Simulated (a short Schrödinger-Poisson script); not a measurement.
Structure: gated Al0.33Ga0.67N/GaN polarisation-induced gas, at 20 K.

```
layer       material  thickness (nm)  Na (cm⁻³)
-----  -------------  --------------  ---------
1      Al0.33Ga0.67N              10          -
2                GaN            6000       4e14
```

Constants are typed, rounded textbook-type inputs, not results; the design itself was drawn at random and stands for no fabricated device. Al0.33Ga0.67N: permittivity 9.3, conduction-band edge (eV) 0.462, gap (eV) 4.09, electron mass (mₑ) 0.24, Nv at 300 K (cm⁻³) 4.6e19. GaN: permittivity 9.5, conduction-band edge (eV) 0, gap (eV) 3.43, Nv at 300 K (cm⁻³) 4.6e19.

Channel valleys (confinement mass, in-plane density-of-states mass, number): Γ 0.2, 0.2, 1. At the gate the conduction-band edge of layer 1 lies 1.27 eV − eVg above the Fermi level of the channel; the field vanishes at the back. Sheet of polarisation charge: +1.6e13 e/cm² at 10 nm from the gate. The barrier under the gate holds no holes. Gaps are held at their typed values at every temperature. Mesh 0.08 nm at interfaces.

Solved with a short Schrödinger-Poisson script written for these runs: 1D Poisson equation in equilibrium, electrons quantum, Hartree (BenDaniel-Duke, 40 states a valley, the channel's in-plane mass for all, wave functions free to enter the barrier), parabolic valleys, classical holes, full ionisation, no traps, pinning or gate leakage.

Only gate voltages with over 1e8 electrons/cm² are shown.

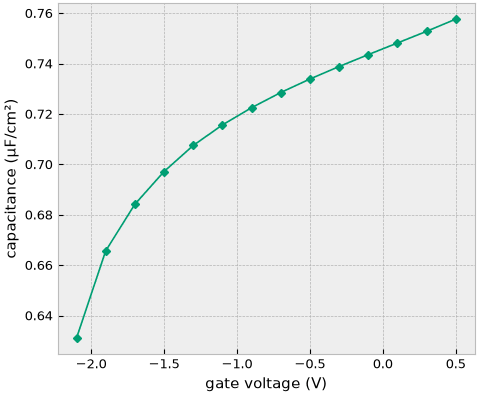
Figure. Quasi-static capacitance against gate voltage

| Vg (V) | electrons (cm⁻²) | in the channel layer | C (μF/cm²) | Γ E0 (meV) | Γ E1 (meV) |
|---|---|---|---|---|---|
| 0.5 | 1.23e13 | 1.13e13 | 0.758 | -132.5 | -14.1 |
| 0.3 | 1.13e13 | 1.05e13 | 0.753 | -123.2 | -12.1 |
| 0.1 | 1.04e13 | 9.72e12 | 0.748 | -113.9 | -10.3 |
| -0.1 | 9.44e12 | 8.91e12 | 0.744 | -104.5 | -8.5 |
| -0.3 | 8.52e12 | 8.09e12 | 0.739 | -95.1 | -6.8 |
| -0.5 | 7.60e12 | 7.27e12 | 0.734 | -85.6 | -5.3 |
| -0.7 | 6.68e12 | 6.43e12 | 0.729 | -76.1 | -3.8 |
| -0.9 | 5.78e12 | 5.59e12 | 0.722 | -66.5 | -2.3 |
| -1.1 | 4.88e12 | 4.75e12 | 0.716 | -56.9 | -0.7 |
| -1.3 | 3.99e12 | 3.91e12 | 0.707 | -47.1 | 1.3 |
| -1.5 | 3.12e12 | 3.06e12 | 0.697 | -37.2 | 4.4 |
| -1.7 | 2.25e12 | 2.23e12 | 0.684 | -27.0 | 9.3 |
| -1.9 | 1.41e12 | 1.40e12 | 0.666 | -16.9 | 14.0 |
| -2.1 | 5.99e11 | 5.97e11 | 0.631 | -7.1 | 17.3 |

Subbands count from the Fermi level.
